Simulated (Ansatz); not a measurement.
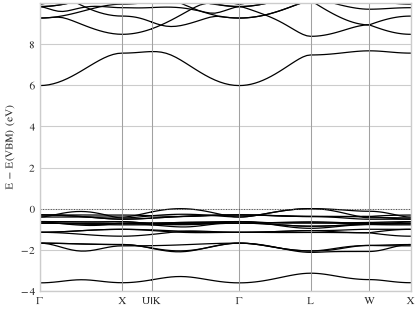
Fig. 1. Band structure from DFT-r²SCAN in the program Ansatz with PAW potentials

### Question
Read off the gap and where the band edges lie.

### Answer
About 6.0 eV (5.99 eV by a search for the band edges); maximum on the K–Γ line, 33 % of the way from K, minimum at Γ.

### Question
Which compound is it?
A) C, diamond
B) Rb3InF6, Fm-3m (Rb on 8c, Rb on 4b, In on 4a, F on 24e)
C) HfO2, fluorite

### Answer
B, Rb3InF6, Fm-3m (Rb on 8c, Rb on 4b, In on 4a, F on 24e)

The first step of the workflow began from a Materials Project structure, measured or hypothetical; the Crystallography Open Database copy checked does not list it. Whether it is the stable phase at ambient conditions was not checked. The r²SCAN relaxation kept the symmetry of its start; whether a distortion lowers the energy is not shown. Spin–orbit coupling is left out wherever it is not named.

Potentials: the later of the program's two PAW sets.
